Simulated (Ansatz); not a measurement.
Starting cell, BaTiO$_{3}$ (tetragonal-perovskite type, space group P4mm):

```xyz
5
Lattice="3.9851 0.0000 0.0000 0.0000 3.9851 0.0000 0.0000 0.0000 4.2043" Properties=species:S:1:pos:R:3 pbc="T T T"
Ti     1.9926     1.9926     1.9250
Ba     0.0000     0.0000     3.9548
O      1.9926     1.9926     3.7365
O      1.9926     0.0000     1.7211
O      0.0000     1.9926     1.7211
```

Scan: atom 3 (O, nearest neighbour Ti at 1.811 Å; its periodic images, 4.0 Å or more away, move with it) is displaced along Cartesian [111], direction (0.577, 0.577, 0.577) in Cartesian axes, by s. The other atoms stay.

Computed with PBE (plane waves to 420 eV, PAW, scalar-relativistic; Ansatz, a quantum-chemistry and plane-wave program). k mesh 7×7×6 (Γ-centred), Fermi-Dirac smearing 0.05 eV. The energy includes the smearing's −TS. Left out: 2 of 11 points, with atoms too close for the PAW data. BaTiO3 is run without spin polarisation. BaTiO3 was relaxed with its symmetry unable to fall. The PAW data are Ansatz's earlier set. The zero of ΔE is the undisplaced structure.

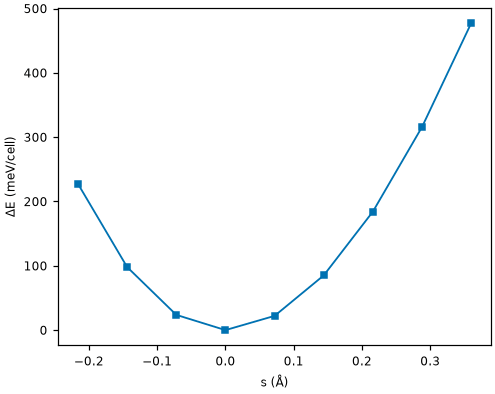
Figure. ΔE (meV/cell) against s (Å); markers are the computed points, lines only join them.

Task: Is the energy the same for displacements of ±0.216 Å, and if not, which side lies higher?

Result: Not even: the negative side lies higher at ±0.216 Å.

Task: What is the energy change at s = 0.360 Å?

Result: About 480 meV/cell.

(For displaced atoms, the force is minus the slope of the energy, and its curvature is a force constant, which sets phonon frequencies.)
